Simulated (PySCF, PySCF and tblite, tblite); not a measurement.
**C4H12Si2: a path driven as ring inversion, and NMR exchange, part 1 of 2**

Aim: the barrier and rate of ring inversion in C4H12Si2 (`C1C[SiH2]CC[SiH2]1`), and what it does to NMR lines.

Programs: PySCF 2.14.0 with density-fitted response routines of our own, and tblite 0.8.0. All values are computed, except where a source is named. Atoms count from 0 throughout.

## Step 1: The starting structure

18 atoms, charge 0, multiplicity 1; geometry from: force field or distance geometry start.

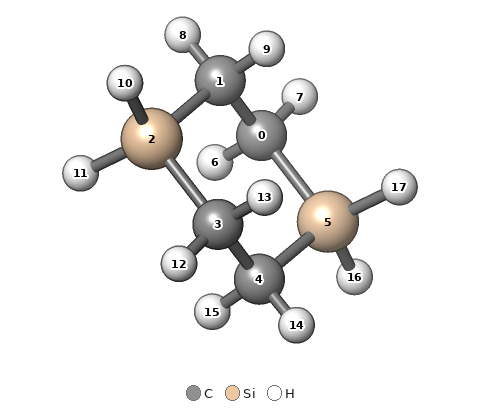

The starting geometry (carbon grey, silicon light orange, hydrogen white), atoms numbered.

## Step 2: GFN2-xTB relaxation, start minimum

Job settings and geometry (Å):

```
{"job": {"xc": "GFN2-xTB", "basis": "xTB", "kind": "relax"}, "charge": 0, "multiplicity": 1}
C     -1.641300     0.185100     0.360800
C     -0.961400     1.361400    -0.375500
Si     0.917800     1.528900    -0.022500
C      1.648200    -0.180900    -0.373700
C      0.954500    -1.359000     0.369700
Si    -0.914500    -1.533600     0.019700
H     -1.611000     0.358800     1.441400
H     -2.702200     0.171200     0.082400
H     -1.440400     2.292800    -0.081400
H     -1.089200     1.241600    -1.444800
H      1.510600     2.550600    -0.919300
H      1.115900     1.885800     1.401000
H      2.702300    -0.165500    -0.071600
H      1.615000    -0.356800    -1.451300
H      1.441100    -2.287800     0.081000
H      1.081400    -1.242000     1.458000
H     -1.513500    -2.549500     0.917400
H     -1.121900    -1.894900    -1.402800
```

Started as:

```bash
OMP_NUM_THREADS=1 python ens_run.py task.json out
```

One launch serves the whole session.

The log of the run:

```text
step      E/eV     max force
  0    -493.07309    0.709
  1    -493.09533    0.264
  2    -493.10837    0.252
  3    -493.11889    0.341
  4    -493.12692    0.238
  5    -493.13167    0.154
  6    -493.13575    0.163
  7    -493.13913    0.159
  8    -493.14084    0.083
  9    -493.14150    0.063
 10    -493.14196    0.060
 11    -493.14261    0.081
 12    -493.14340    0.089
 13    -493.14409    0.068
 14    -493.14459    0.049
 15    -493.14506    0.052
 16    -493.14570    0.082
 17    -493.14644    0.093
 18    -493.14702    0.064
 19    -493.14733    0.035
 20    -493.14753    0.034
 21    -493.14772    0.047
 22    -493.14789    0.043
 23    -493.14800    0.023
 24    -493.14806    0.021
 25    -493.14813    0.020
 26    -493.14821    0.026
 27    -493.14827    0.023
 28    -493.14834    0.021
 29    -493.14840    0.020
 30    -493.14849    0.023
 31    -493.14860    0.028
 32    -493.14868    0.024
 33    -493.14873    0.019
 34    -493.14876    0.011
 35    -493.14878    0.012
 36    -493.14882    0.022
 37    -493.14887    0.030
 38    -493.14892    0.024
 39    -493.14895    0.010
 40    -493.14896    0.008
 41    -493.14896    0.007
 42    -493.14897    0.010
 43    -493.14898    0.007
 44    -493.14898    0.004
 45    -493.14899    0.004
 46    -493.14899    0.002
```

It took 0.26 s on 1 thread of Intel Xeon 6975P-C, shared host.

Relaxing gained 0.076 eV and moved the atoms by 0.06 Å on average (rms).

## Step 3: Relaxed scan, ring torsion 3 driven

Job settings and geometry (Å):

```
{"job": {"xc": "GFN2-xTB", "basis": "xTB", "coordinate": [["t", [2, 3, 4, 5], 1.0]], "kind": "drive"}, "charge": 0, "multiplicity": 1}
C     -1.660242     0.212323     0.377696
C     -0.981448     1.354836    -0.381968
Si     0.878895     1.482782    -0.005351
C      1.659274    -0.211720    -0.378723
C      0.980438    -1.354349     0.380835
Si    -0.879891    -1.481985     0.003951
H     -1.597448     0.413468     1.449498
H     -2.725453     0.193200     0.134758
H     -1.475702     2.299104    -0.141084
H     -1.126119     1.202401    -1.453857
H      1.493379     2.517093    -0.848382
H      1.079944     1.824504     1.411236
H      2.724469    -0.192472    -0.135549
H      1.596639    -0.412814    -1.450601
H      1.474628    -2.298582     0.139523
H      1.125022    -1.201955     1.452761
H     -1.494666    -2.516505     0.846428
H     -1.080477    -1.823012    -1.412828
```

The log of the run:

```text
point  coordinate     E/eV
  0     44.100     -493.11412
  1     29.800     -493.03629
  2     15.200     -492.94970
  3      0.200     -492.89548
  4    -14.800     -492.90440
  5    -29.600     -492.96270
  6    -44.100     -493.03494
  7    -58.300     -493.08615
```

It took 1.2 s on 1 thread of Intel Xeon 6975P-C, shared host.

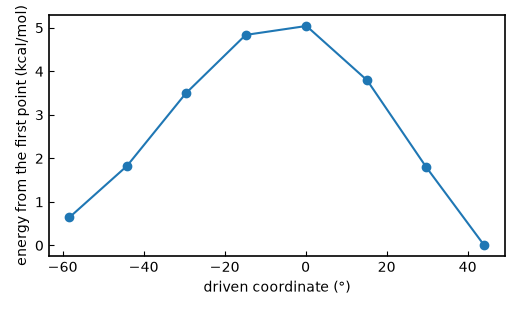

Energy along the scan.

## Step 4: Relaxed scan, ring torsion 0 driven

Job settings and geometry (Å):

```
{"job": {"xc": "GFN2-xTB", "basis": "xTB", "coordinate": [["t", [5, 0, 1, 2], 1.0]], "kind": "drive"}, "charge": 0, "multiplicity": 1}
C     -1.585079     0.253448     0.481592
C     -0.978149     1.266897    -0.492433
Si     0.892824     1.504883    -0.222791
C      1.629581    -0.163236     0.329015
C      0.922216    -1.357447    -0.317203
Si    -0.899317    -1.504903     0.221524
H     -1.388938     0.581816     1.504309
H     -2.672117     0.244363     0.371656
H     -1.489649     2.226858    -0.389331
H     -1.166838     0.933771    -1.515038
H      1.507132     1.946811    -1.483288
H      1.138905     2.509133     0.822469
H      1.565707    -0.257333     1.414952
H      2.694635    -0.193027     0.086957
H      0.981773    -1.260127    -1.403093
H      1.455176    -2.278082    -0.067901
H     -1.003970    -2.255051     1.481553
H     -1.656581    -2.201647    -0.828516
```

The log of the run:

```text
point  coordinate     E/eV
  0    -51.600     -493.06676
  1    -38.100     -493.00501
  2    -24.400     -492.93794
  3    -10.400     -492.89437
  4      3.800     -492.90267
  5     17.800     -492.96395
  6     31.500     -493.04625
  7     44.900     -493.11776
  8     58.000     -493.14850
```

Wall time 1.4 s (1 thread of Intel Xeon 6975P-C, shared host).

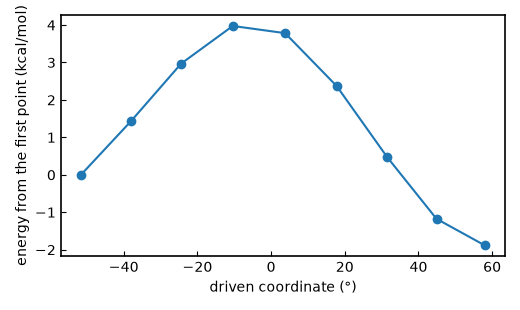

Energy along the scan.

## Step 5: Nudged elastic band, leg 1

Job settings and geometry (Å):

```
{"job": {"xc": "GFN2-xTB", "basis": "xTB", "kind": "neb"}, "charge": 0, "multiplicity": 1}
C     -1.660242     0.212323     0.377696
C     -0.981448     1.354836    -0.381968
Si     0.878895     1.482782    -0.005351
C      1.659274    -0.211720    -0.378723
C      0.980438    -1.354349     0.380835
Si    -0.879891    -1.481985     0.003951
H     -1.597448     0.413468     1.449498
H     -2.725453     0.193200     0.134758
H     -1.475702     2.299104    -0.141084
H     -1.126119     1.202401    -1.453857
H      1.493379     2.517093    -0.848382
H      1.079944     1.824504     1.411236
H      2.724469    -0.192472    -0.135549
H      1.596639    -0.412814    -1.450601
H      1.474628    -2.298582     0.139523
H      1.125022    -1.201955     1.452761
H     -1.494666    -2.516505     0.846428
H     -1.080477    -1.823012    -1.412828
```

The log of the run:

```text
image   E - E0 / eV
  0       0.0000
  1       0.0563
  2       0.1806
  3       0.2564
  4       0.2157
  5       0.1101
  6       0.0548
```

It took 1.1 s on 1 thread of Intel Xeon 6975P-C, shared host.

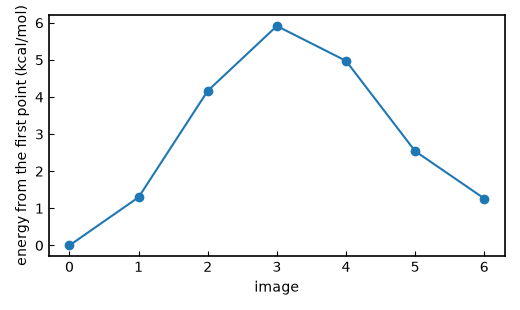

Energy along the band.

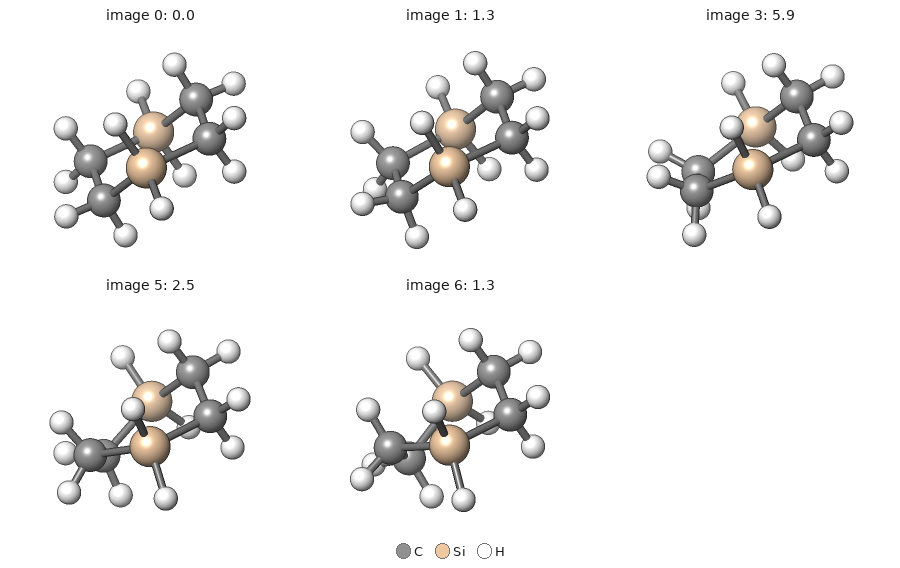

Images along the band, with energies in kcal/mol.

## Step 6: Saddle search, leg 1

Job settings and geometry (Å):

```
{"job": {"xc": "GFN2-xTB", "basis": "xTB", "kind": "saddle"}, "charge": 0, "multiplicity": 1}
C     -1.641309     0.269725     0.464098
C     -1.023895     1.311568    -0.466655
Si     0.829247     1.520840    -0.117528
C      1.760071    -0.146883    -0.043336
C      0.972386    -1.473484     0.049257
Si    -0.938276    -1.457372     0.112128
H     -1.462692     0.565335     1.499362
H     -2.725887     0.247987     0.334467
H     -1.522295     2.274374    -0.332145
H     -1.202591     1.019558    -1.502876
H      1.435948     2.365310    -1.156972
H      0.956549     2.200366     1.183021
H      2.430580    -0.091445     0.815179
H      2.420150    -0.192884    -0.912655
H      1.248524    -2.090190    -0.806849
H      1.327161    -2.028459     0.920922
H     -1.396270    -2.392568     1.149755
H     -1.467402    -1.901778    -1.189175
```

The log of the run:

```text
step      E/eV     max force
  0    -492.89255   0.0542
  1    -492.89133   0.0343
  2    -492.89143   0.0030
lowest wavenumbers (cm-1): -181.6 16.7 201.0 231.9 308.4 405.2
```

It took 1.9 s on 1 thread of Intel Xeon 6975P-C, shared host.

Point group C2; 1 imaginary mode, 182i cm⁻¹, carried by C3, C4, H12, H14. Steps downhill from it reached both ends.

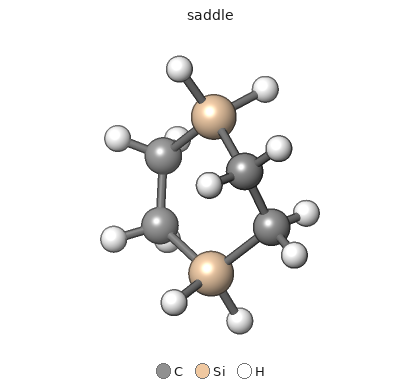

The saddle point.

## Step 7: Nudged elastic band, leg 2

Job settings and geometry (Å):

```
{"job": {"xc": "GFN2-xTB", "basis": "xTB", "kind": "neb"}, "charge": 0, "multiplicity": 1}
C     -1.585079     0.253448     0.481592
C     -0.978149     1.266897    -0.492433
Si     0.892824     1.504883    -0.222791
C      1.629581    -0.163236     0.329015
C      0.922216    -1.357447    -0.317203
Si    -0.899317    -1.504903     0.221524
H     -1.388938     0.581816     1.504309
H     -2.672117     0.244363     0.371656
H     -1.489649     2.226858    -0.389331
H     -1.166838     0.933771    -1.515038
H      1.507132     1.946811    -1.483288
H      1.138905     2.509133     0.822469
H      1.565707    -0.257333     1.414952
H      2.694635    -0.193027     0.086957
H      0.981773    -1.260127    -1.403093
H      1.455176    -2.278082    -0.067901
H     -1.003970    -2.255051     1.481553
H     -1.656581    -2.201647    -0.828516
```

The log of the run:

```text
image   E - E0 / eV
  0       0.0000
  1       0.0527
  2       0.1555
  3       0.2028
  4       0.1184
  5      -0.0056
  6      -0.0548
```

Wall time 1 s (1 thread of Intel Xeon 6975P-C, shared host); peak memory 0.2 GiB.

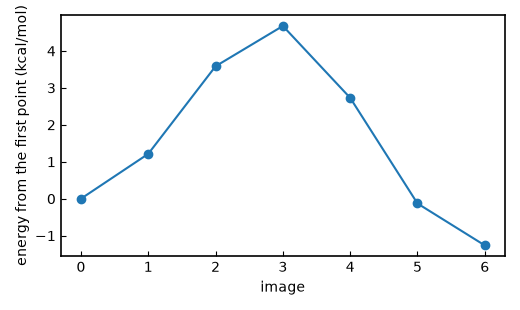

Energy along the band.

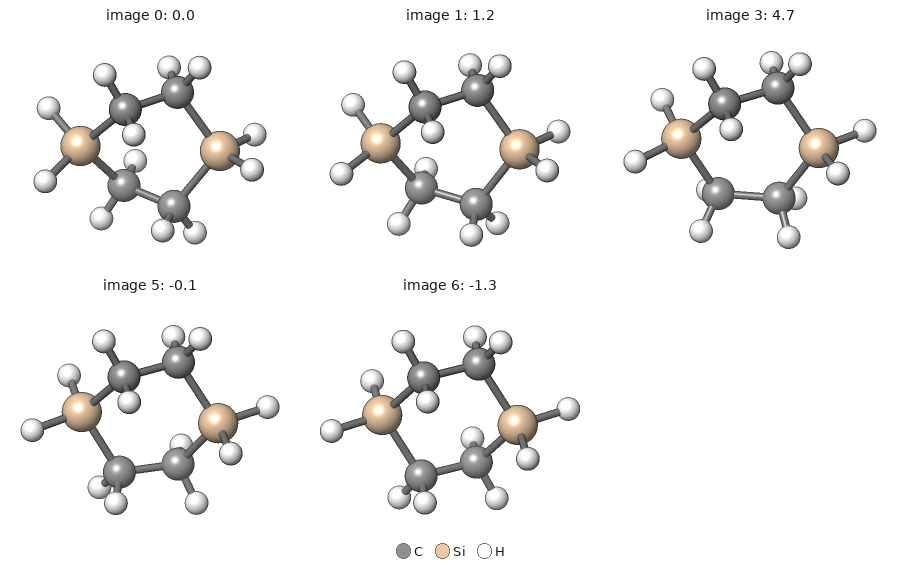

Images along the band, with energies in kcal/mol.

## Step 8: Saddle search, leg 2

Job settings and geometry (Å):

```
{"job": {"xc": "GFN2-xTB", "basis": "xTB", "kind": "saddle"}, "charge": 0, "multiplicity": 1}
C     -1.746471     0.157200     0.147989
C     -0.971286     1.458909    -0.158377
Si     0.933131     1.442263    -0.321044
C      1.691888    -0.183062     0.296915
C      0.971438    -1.398648    -0.283701
Si    -0.824124    -1.507838     0.320008
H     -2.307397     0.302768     1.073841
H     -2.507937     0.023361    -0.622084
H     -1.222851     2.194629     0.607414
H     -1.361197     1.879753    -1.087293
H      1.297845     1.623060    -1.736280
H      1.492981     2.560211     0.454352
H      1.657978    -0.228154     1.386674
H      2.749966    -0.213382     0.023964
H      0.999382    -1.349431    -1.373451
H      1.502561    -2.312545    -0.006463
H     -0.826045    -1.910858     1.735871
H     -1.529862    -2.538236    -0.458333
```

The log of the run:

```text
step      E/eV     max force
  0    -492.89146   0.0297
  1    -492.89136   0.0302
  2    -492.89142   0.0051
  3    -492.89142   0.0014
lowest wavenumbers (cm-1): -182.2 16.7 201.1 231.9 308.4 405.0
```

It took 1.9 s on 1 thread of Intel Xeon 6975P-C, shared host; peak memory 0.2 GiB.

Point group C2; 1 imaginary mode, 182i cm⁻¹, carried by C1, C0, H9, H6. Steps downhill from it reached both ends.

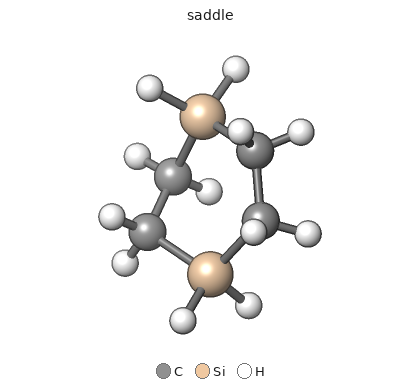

The saddle point.

## Step 9: Shieldings, start: PBE0/pcSseg-1

Job settings and geometry (Å):

```
{"job": {"kind": "nmr", "xc": "PBE0", "basis": "pcSseg-1", "pop": false}, "charge": 0, "multiplicity": 1}
C     -1.660242     0.212323     0.377696
C     -0.981448     1.354836    -0.381968
Si     0.878895     1.482782    -0.005351
C      1.659274    -0.211720    -0.378723
C      0.980438    -1.354349     0.380835
Si    -0.879891    -1.481985     0.003951
H     -1.597448     0.413468     1.449498
H     -2.725453     0.193200     0.134758
H     -1.475702     2.299104    -0.141084
H     -1.126119     1.202401    -1.453857
H      1.493379     2.517093    -0.848382
H      1.079944     1.824504     1.411236
H      2.724469    -0.192472    -0.135549
H      1.596639    -0.412814    -1.450601
H      1.474628    -2.298582     0.139523
H      1.125022    -1.201955     1.452761
H     -1.494666    -2.516505     0.846428
H     -1.080477    -1.823012    -1.412828
```

The log of the run:

```text
coarse grid: 15032 points
cycle   1  E = -738.0694560560  dE =  3.273e-01  |g| = 4.635e-01  |ddm| = 3.693e+00
cycle   2  E = -738.0360225023  dE =  3.343e-02  |g| = 5.821e-01  |ddm| = 9.151e-01
cycle   3  E = -738.1255126145  dE = -8.949e-02  |g| = 4.259e-02  |ddm| = 5.729e-01
cycle   4  E = -738.1259750679  dE = -4.625e-04  |g| = 1.026e-02  |ddm| = 6.382e-02
cycle   5  E = -738.1259994350  dE = -2.437e-05  |g| = 3.001e-03  |ddm| = 1.613e-02
cycle   6  E = -738.1260021424  dE = -2.707e-06  |g| = 2.647e-04  |ddm| = 4.307e-03
final grid: 133152 points
cycle   7  E = -738.1610927814  dE = -2.806e-05  |g| = 7.703e-03  |ddm| = 2.420e-02
cycle   8  E = -738.1610813437  dE =  1.144e-05  |g| = 1.013e-02  |ddm| = 1.556e-02
cycle   9  E = -738.1611082084  dE = -2.686e-05  |g| = 4.130e-04  |ddm| = 9.246e-03
cycle  10  E = -738.1611082474  dE = -3.896e-08  |g| = 7.304e-05  |ddm| = 6.229e-04
cycle  11  E = -738.1611082487  dE = -1.300e-09  |g| = 2.922e-05  |ddm| = 1.212e-04
cycle  12  E = -738.1611082489  dE = -2.042e-10  |g| = 2.518e-06  |ddm| = 3.950e-05
converged SCF energy = -738.1611082489

GIAO shielding tensors (ppm)
atom      isotropic    diamagn.    paramagn.     s11        s22        s33       span
  0 C      178.422     251.432     -73.010    169.794    180.669    184.802     15.008
  1 C      178.425     251.431     -73.006    169.799    180.670    184.807     15.009
  2 Si     393.768     880.018    -486.250    367.258    391.293    422.752     55.495
  3 C      178.406     251.431     -73.026    169.779    180.646    184.791     15.012
  4 C      178.418     251.431     -73.013    169.796    180.660    184.798     15.002
  5 Si     393.758     880.019    -486.261    367.249    391.311    422.713     55.464
  6 H       30.818      31.433      -0.616     27.087     28.782     36.584      9.497
  7 H       30.443      29.755       0.688     24.826     28.128     38.374     13.548
  8 H       30.444      29.756       0.688     24.827     28.130     38.376     13.549
  9 H       30.818      31.433      -0.615     27.087     28.783     36.585      9.498
 10 H       27.615      29.082      -1.467     24.279     25.034     33.533      9.253
 11 H       27.656      29.594      -1.938     24.619     25.566     32.782      8.164
 12 H       30.441      29.755       0.686     24.825     28.128     38.371     13.546
 13 H       30.816      31.431      -0.615     27.085     28.781     36.581      9.496
 14 H       30.443      29.756       0.687     24.826     28.129     38.374     13.548
 15 H       30.817      31.433      -0.616     27.086     28.782     36.584      9.498
 16 H       27.616      29.083      -1.467     24.279     25.034     33.534      9.255
 17 H       27.656      29.596      -1.939     24.620     25.567     32.782      8.163
```

It took 17 s on 1 thread of Intel Xeon 6975P-C, shared host; peak memory 0.82 GiB.

In short: HOMO -7.59 eV, LUMO 0.94 eV; dipole 0.00 D.

## Step 10: Shieldings, saddle of leg 2: PBE0/pcSseg-1

Job settings and geometry (Å):

```
{"job": {"kind": "nmr", "xc": "PBE0", "basis": "pcSseg-1", "pop": false}, "charge": 0, "multiplicity": 1}
C     -1.746349     0.161179     0.163973
C     -0.974775     1.456529    -0.175759
Si     0.932174     1.439033    -0.308856
C      1.686084    -0.187868     0.311181
C      0.972458    -1.392646    -0.299686
Si    -0.820857    -1.505204     0.309394
H     -2.268680     0.310496     1.110875
H     -2.539458     0.032047    -0.574862
H     -1.244975     2.217816     0.558395
H     -1.349349     1.840390    -1.126584
H      1.309113     1.606177    -1.722824
H      1.487876     2.561164     0.461917
H      1.632365    -0.250322     1.399587
H      2.748228    -0.213172     0.056318
H      1.008585    -1.319728    -1.388165
H      1.500448    -2.312686    -0.037989
H     -0.796617    -1.910782     1.725101
H     -1.536270    -2.532422    -0.462016
```

The log of the run:

```text
coarse grid: 15032 points
cycle   1  E = -738.0618253698  dE =  3.108e-01  |g| = 4.545e-01  |ddm| = 3.694e+00
cycle   2  E = -738.0331539372  dE =  2.867e-02  |g| = 5.596e-01  |ddm| = 8.661e-01
cycle   3  E = -738.1154244250  dE = -8.227e-02  |g| = 4.312e-02  |ddm| = 5.408e-01
cycle   4  E = -738.1159067978  dE = -4.824e-04  |g| = 9.560e-03  |ddm| = 6.307e-02
cycle   5  E = -738.1159276671  dE = -2.087e-05  |g| = 3.003e-03  |ddm| = 1.576e-02
cycle   6  E = -738.1159303662  dE = -2.699e-06  |g| = 2.695e-04  |ddm| = 4.323e-03
final grid: 133152 points
cycle   7  E = -738.1510674969  dE = -2.537e-05  |g| = 7.722e-03  |ddm| = 2.357e-02
cycle   8  E = -738.1510561174  dE =  1.138e-05  |g| = 1.013e-02  |ddm| = 1.560e-02
cycle   9  E = -738.1510830094  dE = -2.689e-05  |g| = 3.675e-04  |ddm| = 9.134e-03
cycle  10  E = -738.1510830381  dE = -2.872e-08  |g| = 5.319e-05  |ddm| = 5.231e-04
cycle  11  E = -738.1510830388  dE = -6.648e-10  |g| = 2.209e-05  |ddm| = 9.582e-05
converged SCF energy = -738.1510830388

GIAO shielding tensors (ppm)
atom      isotropic    diamagn.    paramagn.     s11        s22        s33       span
  0 C      190.416     248.872     -58.457    180.835    185.425    204.987     24.151
  1 C      190.417     248.872     -58.454    180.836    185.426    204.991     24.155
  2 Si     396.962     879.436    -482.474    372.388    387.132    431.365     58.977
  3 C      181.892     251.687     -69.795    170.576    185.850    189.252     18.676
  4 C      181.891     251.687     -69.796    170.578    185.849    189.245     18.667
  5 Si     396.959     879.436    -482.477    372.385    387.130    431.363     58.979
  6 H       30.589      30.100       0.489     24.737     29.060     37.970     13.232
  7 H       30.555      29.891       0.664     24.214     29.261     38.191     13.977
  8 H       30.556      29.891       0.664     24.215     29.261     38.192     13.977
  9 H       30.589      30.101       0.489     24.737     29.061     37.970     13.233
 10 H       27.653      29.346      -1.693     24.021     25.833     33.106      9.085
 11 H       27.624      28.955      -1.331     24.047     25.380     33.445      9.398
 12 H       30.943      31.492      -0.549     26.885     28.856     37.088     10.203
 13 H       30.489      29.733       0.755     25.029     27.936     38.501     13.472
 14 H       30.943      31.492      -0.549     26.885     28.857     37.088     10.203
 15 H       30.489      29.733       0.756     25.029     27.936     38.501     13.472
 16 H       27.653      29.346      -1.693     24.021     25.833     33.106      9.085
 17 H       27.624      28.955      -1.331     24.047     25.379     33.445      9.398
```

Run time: 16 s. Hardware: 1 thread of Intel Xeon 6975P-C, shared host; peak memory 0.83 GiB.

Key values: HOMO -7.57 eV, LUMO 0.61 eV; dipole 0.24 D.

(Continued in part 2 of 2.)
